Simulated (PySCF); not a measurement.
```xyz
2

Be    0.0000    0.0000   -2.1246
Sb    0.0000    0.0000    0.1584
```

Core potentials replace the inner electrons of Sb.

Theory: PBE0/def2-SVPD, non-relativistic Hamiltonian with scalar-relativistic core potentials where named, at a bond length of 2.283 Å (PySCF).

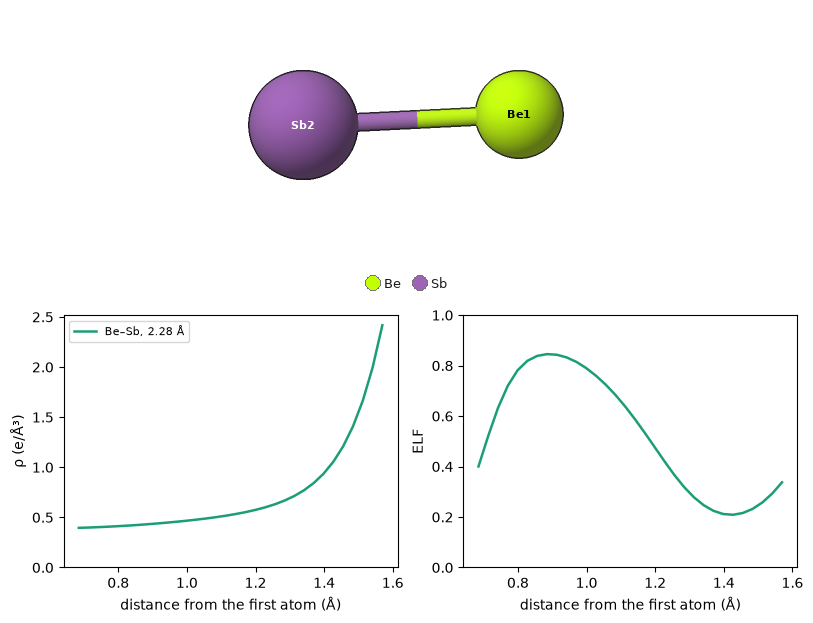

BeSb (charge −1, triplet). Electron density and electron localisation function along straight lines between neighbouring atoms. The curves leave out the atomic cores. The structure is drawn too.

**What kind of bonding do the profiles show?**

Be–Sb (2.28 Å): the density is about 0.53 e/Å³ at the midpoint; the ELF peaks at about 0.85 between the atoms (a covalent bond).
